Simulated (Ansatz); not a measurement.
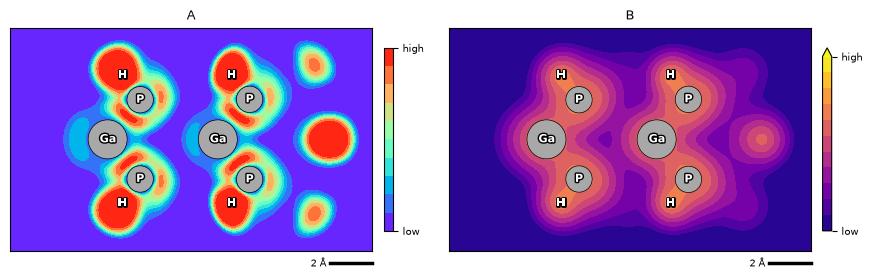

Ga$_{8}$H$_{24}$P$_{7}$ (Ga8P7 zinc blende ring rod) (charge −1): 2 fields on the plane of atoms P2, Ga10 and P5, with unlabelled colour scales. Grey discs cover the atomic cores.

Geometry: r2SCAN-D4/def2-SVP.

All numbers below come from Ansatz, RKS PBE0-D4/def2-SVP.

Question: Which field does each panel show? The fields are: electron density and electron localisation function.

Answer: Panel A: electron localisation function. Panel B: electron density. From the grid: P–H (1.42 Å): ρ at the midpoint is about 1.1 e/Å³; the ELF climbs to about 1 towards the hydrogen, as it does in any bond to H. Ga–P (2.41 Å): ρ at the midpoint is about 0.5 e/Å³; the ELF peaks at about 0.95 between the atoms; localised, covalent bonding.
